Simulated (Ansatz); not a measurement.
The calculation's input:

```
crystal:
  periodic: [false, false, false]
  atoms:
    - {symbol: S, position_ang: [-1.594661, 0.794557, 1.402522]}
    - {symbol: B, position_ang: [-0.211909, 0.312118, 0.389516]}
    - {symbol: O, position_ang: [-0.181402, -0.697276, -0.571372]}
    - {symbol: B, position_ang: [1.146791, -0.395641, -0.834233]}
    - {symbol: S, position_ang: [1.501353, 0.981660, 0.320998]}
    - {symbol: H, position_ang: [-2.432450, -0.120794, 0.882830]}
    - {symbol: H, position_ang: [1.833578, -0.942524, -1.635961]}
basis:
  gaussian: {orbitals: def2-TZVPP}
hamiltonian: {xc: pbe0, dispersion: d4}
output: {orbitals: {seedname: orbitals}}
```

Launched as:

```sh
ansatz run in.yaml --threads 2 --pin off --events-out ev --progress --plain --max-ram 4352MiB
```

Geometry: PBE0-D4/def2-TZVP.

All numbers below come from RKS PBE0-D4/def2-TZVPP (Ansatz 0.2.0).

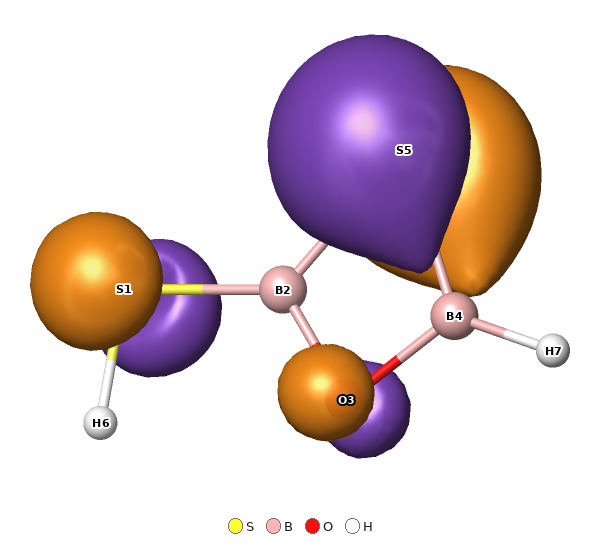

B$_{2}$H$_{2}$OS$_{2}$ (SMILES SB1OBS1). The HOMO at ±0.15 Å⁻³ᐟ² (orange and purple are the two phases), seen at a tilt.

Question: Describe this orbital and give its energy.

Answer: It lies mainly on S5 (about 60 %), S1 (about 15 %), B4 (about 10 %) and O3 (about 5 %); it changes sign across the molecular plane (π type); π-antibonding (a node) across O3–B4. Its energy is −7.91 eV.
